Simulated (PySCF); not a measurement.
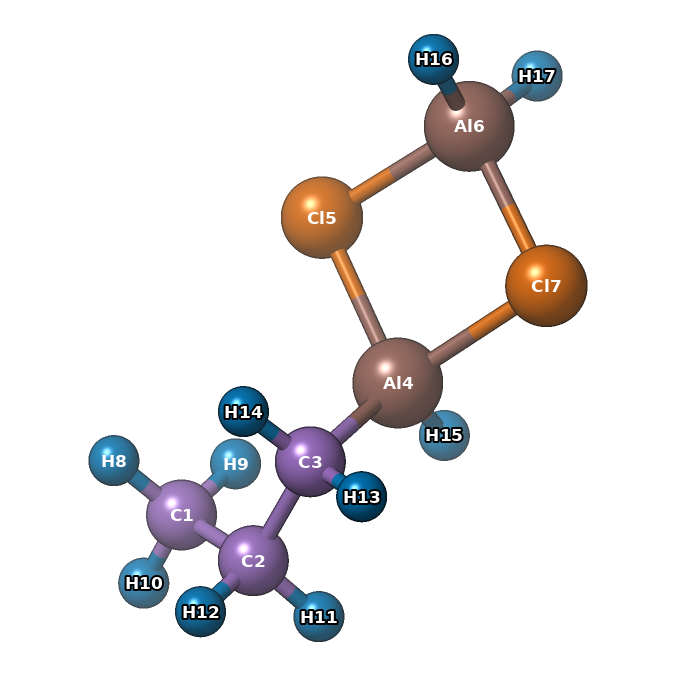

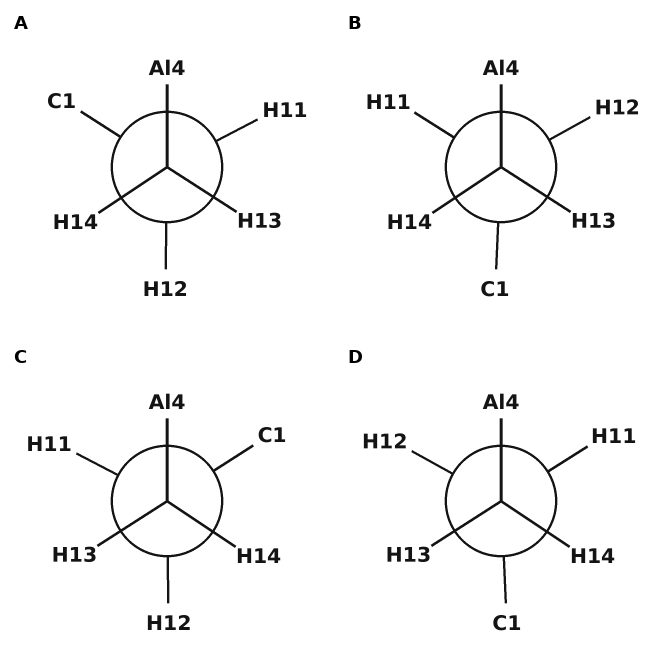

Atoms fade into the background with distance from the viewer. Bonds that would overlap in a projection are set slightly apart. Geometry: an end point of a reaction path computed with GFN2-xTB.

Q: Which Newman projection shows the view along C3–C2, with C3 in front?

A: A. The torsion angle Al4–C3–C2–C1 is −57°, synclinal (gauche).
